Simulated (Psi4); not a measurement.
**GaH2ClO (SMILES [OH][GaH][Cl]): CAM-B3LYP/def2-SVPD**

Aim: the vertical ionisation energy of GaH2ClO at CAM-B3LYP/def2-SVPD, from 2 runs. 

Program for the calculation: Psi4 1.11.

1 further run of the same task is left out (set aside as unsound or not needed). Runs told in other sessions of the task aren't counted.

**1. The molecule**

GaH2ClO has 5 atoms, charge 0, and is taken as a singlet. As SMILES, `[OH][GaH][Cl]`. Geometry: relaxed at PBE0-D4/def2-TZVP. This is one conformer, not always the lowest.

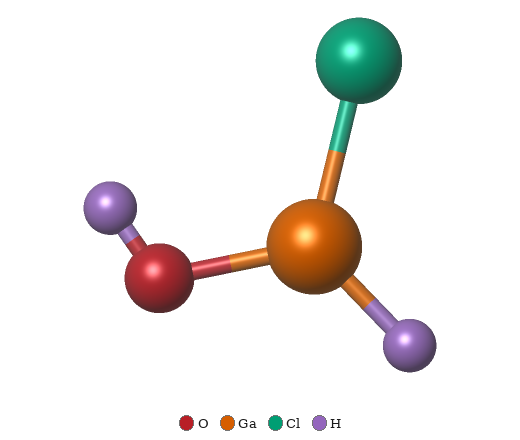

The structure, seen from a chosen angle (oxygen red, gallium orange, chlorine teal, hydrogen purple).

**2. Energy and gradient at CAM-B3LYP/def2-SVPD**

Input file clgah2o.json:

```json
{
 "schema_name": "qcschema_input",
 "schema_version": 1,
 "molecule": {
  "schema_name": "qcschema_molecule",
  "schema_version": 2,
  "symbols": ["O", "Ga", "Cl", "H", "H"],
  "geometry": [-2.17772039, 0.97509868, -0.93900491, 0.88817128, 0.39325201, 0.27627796, 1.75272098, -3.50846552, 0.9535558, -3.160189, -0.53252482, -1.17597657, 2.79150343, 2.53336684, 0.80672408],
  "molecular_charge": 0,
  "molecular_multiplicity": 1,
  "fix_symmetry": "c1"
 },
 "driver": "gradient",
 "model": {
  "method": "cam-b3lyp",
  "basis": "def2-SVPD"
 },
 "keywords": {
  "reference": "rks",
  "puream": true,
  "e_convergence": 1e-09,
  "d_convergence": 1e-08,
  "scf_type": "pk",
  "dft_radial_points": 99,
  "dft_spherical_points": 590
 }
}
```

Run with:

```
$ psi4 --qcschema clgah2o.json -n 1 --memory 2200MB
```

stdout:

```text
[...]
  Running in c1 symmetry.
[...]
  Nuclear repulsion =  255.054728156434265
[...]
  Multiplicity = 1
[...]
  Nalpha       = 29
  Nbeta        = 29
[...]
    Number of basis functions: 104
[...]
   @RKS iter   1: -2459.46948373718578   -1.91303e+00   2.48285e-02 DIIS/ADIIS
[...]
   @RKS iter  13: -2461.23493442138806   -5.91172e-12   2.99169e-09 DIIS
[...]
    Orbital Energies [Eh]
    ---------------------
    Doubly Occupied:
       1A   -372.640576     2A   -101.580293     3A    -46.016638
       4A    -40.785732     5A    -40.782149     6A    -40.780855
       7A    -19.224986     8A     -9.533062     9A     -7.300050
      10A     -7.295255    11A     -7.294429    12A     -5.618057
      13A     -3.910540    14A     -3.902966    15A     -3.899270
      16A     -1.071361    17A     -0.969095    18A     -0.958897
      19A     -0.955995    20A     -0.955688    21A     -0.944538
      22A     -0.883658    23A     -0.589290    24A     -0.507733
      25A     -0.441497    26A     -0.415067    27A     -0.412247
      28A     -0.391587    29A     -0.384287
[...]
  @RKS Final Energy: -2461.23493442138806
   => Energetics <=
    Nuclear Repulsion Energy =            255.0547281564342654
    One-Electron Energy =               -3931.5130106525775773
    Two-Electron Energy =                1302.3777809578493816
    DFT Exchange-Correlation Energy =     -87.1544328830943158
    Empirical Dispersion Energy =           0.0000000000000000
    VV10 Nonlocal Energy =                  0.0000000000000000
    Total Energy =                      -2461.2349344213880613
[...]
 Multipole Moments:
 ------------------------------------------------------------------------------------
     Multipole            Electronic (a.u.)      Nuclear  (a.u.)        Total (a.u.)
 ------------------------------------------------------------------------------------
 L = 1.  Multiply by 2.5417464519 to convert [e a0] to [Debye]
 Dipole X            :          2.0696714           -1.9985697            0.0711017
 Dipole Y            :          0.7673037           -0.5554586            0.2118451
 Dipole Z            :          0.7164324           -0.7081603            0.0082722
 Magnitude           :                                                    0.2236118
[...]
  -Total Gradient:
     Atom            X                  Y                   Z
    ------   -----------------  -----------------  -----------------
       1       -0.000606580679    -0.000517030407    -0.000189368000
       2       -0.004116893652    -0.007320231813    -0.000903804792
       3       -0.000871895265     0.004685686437    -0.000751753921
       4        0.004220555560     0.001594037663     0.001461994766
       5        0.001400276711     0.001546129718     0.000393627511
[...]
```

The result, in JSON:

```text
{
 "driver": "gradient",
 "model": {
  "method": "cam-b3lyp",
  "basis": "def2-SVPD"
 },
 "success": true,
 "return_result": [-0.000606580678995508, -0.0005170304065445219, -0.00018936800049206524, -0.004116893651553636, -0.007320231812859207, -0.0009038047923791361, -0.0008718952645177455, 0.004685686437182229, -0.0007517539213833559, 0.004220555559658307, 0.001594037663456338, 0.0014619947662021307, 0.001400276711210291, 0.0015461297177780803, 0.0003936275113050093],
 "properties": {
  "calcinfo_nbasis": 104,
  "calcinfo_nmo": 104,
  "calcinfo_nalpha": 29,
  "calcinfo_nbeta": 29,
  "calcinfo_natom": 5,
  "nuclear_repulsion_energy": 255.05472815643427,
  "return_energy": -2461.234934421388,
  "return_gradient": [-0.000606580678995508, -0.0005170304065445219, -0.00018936800049206524, -0.004116893651553636, -0.007320231812859207, -0.0009038047923791361, -0.0008718952645177455, 0.004685686437182229, -0.0007517539213833559, 0.004220555559658307, 0.001594037663456338, 0.0014619947662021307, 0.001400276711210291, 0.0015461297177780803, 0.0003936275113050093],
  "scf_one_electron_energy": -3931.5130106525776,
  "scf_two_electron_energy": 1302.3777809578494,
  "scf_xc_energy": -87.15443288309432,
  "scf_dipole_moment": [0.07110172097175038, 0.21184506496234767, 0.008272158014776987],
  "scf_total_energy": -2461.234934421388,
  "scf_total_gradient": [-0.000606580678995508, -0.0005170304065445219, -0.00018936800049206524, -0.004116893651553636, -0.007320231812859207, -0.0009038047923791361, -0.0008718952645177455, 0.004685686437182229, -0.0007517539213833559, 0.004220555559658307, 0.001594037663456338, 0.0014619947662021307, 0.001400276711210291, 0.0015461297177780803, 0.0003936275113050093],
  "scf_iterations": 13
 }
}
```

Run time: 34 s. Hardware: 1 thread of AMD EPYC 7R43 (Zen 3), shared host; peak memory 0.91 GiB.

**3. The doublet cation: a single-point energy at UCAM-B3LYP/def2-SVPD**

Input file calc.in:

```
memory 2200 mb

molecule {
  1 2
  O     -1.152400     0.516000    -0.496900
  Ga     0.470000     0.208100     0.146200
  Cl     0.927500    -1.856600     0.504600
  H     -1.672300    -0.281800    -0.622300
  H      1.477200     1.340600     0.426900
  symmetry c1
}

set {
  basis                def2-SVPD
  reference            uks
  puream               true
  e_convergence        1e-09
  d_convergence        1e-08
  scf_type             pk
  dft_radial_points    99
  dft_spherical_points 590
  maxiter              100
}

e_tot, wfn = energy("cam-b3lyp", return_wfn=True)
oeprop(wfn, "MAYER_INDICES", "WIBERG_LOWDIN_INDICES", "DIPOLE", title="CAM-B3LYP")
```

Run with:

```
$ psi4 -n 1 calc.in calc.out
```

calc.out:

```text
[...]
  Running in c1 symmetry.
[...]
  Nuclear repulsion =  255.054728086578365
[...]
  Multiplicity = 2
[...]
  Nalpha       = 29
  Nbeta        = 28
[...]
    Number of basis functions: 104
[...]
   @UKS iter   1: -2458.95261411791398   -1.39616e+00   2.50950e-02 ADIIS/DIIS
[...]
   @UKS iter  22: -2460.80706378529794   -1.36424e-11   9.33572e-09 DIIS
[...]
   @S^2 Observed:                7.611050306E-01
[...]
    Orbital Energies [Eh]
    ---------------------
    Alpha Occupied:
       1A   -372.881643     2A   -101.908795     3A    -46.257835
       4A    -41.026143     5A    -41.023850     6A    -41.022290
       7A    -19.474795     8A     -9.858560     9A     -7.633133
      10A     -7.620920    11A     -7.616078    12A     -5.858431
      13A     -4.148833    14A     -4.144661    15A     -4.140019
      16A     -1.314851    17A     -1.233131    18A     -1.198264
      19A     -1.196827    20A     -1.194240    21A     -1.187598
      22A     -1.170843    23A     -0.825052    24A     -0.766531
      25A     -0.731116    26A     -0.688239    27A     -0.674195
      28A     -0.657355    29A     -0.637416
    Alpha Virtual:
[...]
  @UKS Final Energy: -2460.80706378529794
   => Energetics <=
    Nuclear Repulsion Energy =            255.0547280865783648
    One-Electron Energy =               -3916.4298713547482294
    Two-Electron Energy =                1287.5107232507136814
    DFT Exchange-Correlation Energy =     -86.9426437678419717
    Empirical Dispersion Energy =           0.0000000000000000
    VV10 Nonlocal Energy =                  0.0000000000000000
    Total Energy =                      -2460.8070637852979416
  UHF NO Occupations:
  HONO-2 :   27  A 1.9991688
  HONO-1 :   28  A 1.9960593
[...]
 Multipole Moments:
 ------------------------------------------------------------------------------------
     Multipole            Electronic (a.u.)      Nuclear  (a.u.)        Total (a.u.)
 ------------------------------------------------------------------------------------
 L = 1.  Multiply by 2.5417464519 to convert [e a0] to [Debye]
 Dipole X            :          2.2450524           -1.9985696            0.2464828
 Dipole Y            :         -0.0181166           -0.5554586           -0.5735752
 Dipole Z            :          0.8533267           -0.7081602            0.1451665
 Magnitude           :                                                    0.6409490
[...]
```

Run time: 49 s. Hardware: 1 thread of AMD EPYC 7R43 (Zen 3), shared host; peak memory 0.92 GiB.

**4. Summary of results**

Level: CAM-B3LYP/def2-SVPD.

```
                                          quantity           value
                     singlet GaH2ClO: total energy  -2461.23493 Eh
                    singlet GaH2ClO: dipole moment          0.57 D
                      singlet GaH2ClO: HOMO energy       -10.46 eV
                      singlet GaH2ClO: LUMO energy        -0.35 eV
                    singlet GaH2ClO: HOMO–LUMO gap        10.10 eV
         singlet GaH2ClO: largest force on an atom      0.434 eV/Å
                      doublet cation: total energy  -2460.80706 Eh
doublet cation: HOMO energy (highest over α and β)       -17.11 eV
 doublet cation: LUMO energy (lowest over α and β)       -12.84 eV
                              doublet cation: ⟨S²⟩           0.761
vertical ionisation energy (to the doublet cation)       11.643 eV
```

**Reading.** The vertical ionisation energy comes to 11.64 eV (268 kcal/mol). The largest force (singlet GaH2ClO) is 0.43 eV/Å: the shape isn't a stationary point for this species at this level. −ε(HOMO) before ionisation, 10.46 eV, is 1.19 eV below this ionisation energy.
